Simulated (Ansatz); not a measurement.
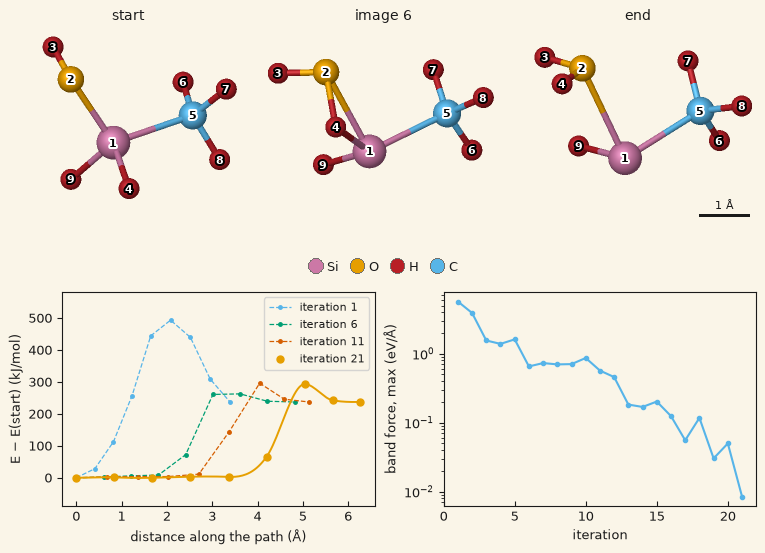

A search for the minimum-energy path of CH6OSi by the nudged elastic band. Images are numbered from 0 (start) to 8 (end). The plot follows the band through its iterations. Style: ball-and-stick. Shown at a tilt.

The calculation used RKS PBE-D4/6-31G* (Ansatz 0.2.0). Set-up: 7 movable images; climbing image; force threshold 0.03 eV/Å; iteration limit 60; spring constant 20.0 eV/Å²; starting path through a guess of the saddle point.

Q: Judge this run.

A: The run is converged, with reservations. The band converged in 21 iterations. The largest component of the band force went from 5.7 to 0.0085 eV/Å. The climbing image converged on the top of the path. Its curvatures weren't checked. The first iteration put the highest image at 493.3 kJ/mol. Forward barrier 293.1 kJ/mol, backward barrier 55.9 kJ/mol, with image 6 at the top; the reaction energy is +237.2 kJ/mol.
